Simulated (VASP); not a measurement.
Consider the following.

```
MoTe2
1.0
    3.53046     0.00000     0.00000
   -1.76523     3.05747     0.00000
    0.00000     0.00000     7.45391
Mo Te
1 2
Direct
  0.00000   0.00000   0.00000
  0.33333   0.66667   0.24547
  0.66667   0.33333   0.75453
```

Calculation: r2SCAN meta-GGA, VASP's PBE PAW potentials (set 64) (plane waves; VASP). Run with 400 eV cut-off, 11×11×5 Γ-centred mesh, tetrahedra with Blöchl corrections, potentials Mo_sv Te.

Unless said otherwise, spin-orbit coupling is left out, though it shifts the bands of the heavy elements here.

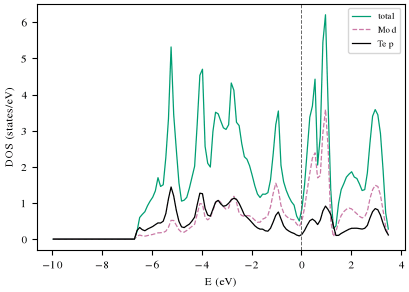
*Total and projected density of states, zero at the Fermi level*

Within 2 eV below the Fermi level the largest weight inside VASP's projection spheres is Mo d, then Te p.

It has no gap at this level: it comes out as a metal or semimetal.

The structure was generated: Te2Mo was put into the CdI2 type (P-3m1), which need not be its known phase. It was relaxed first, which changed the volume by -15 %.
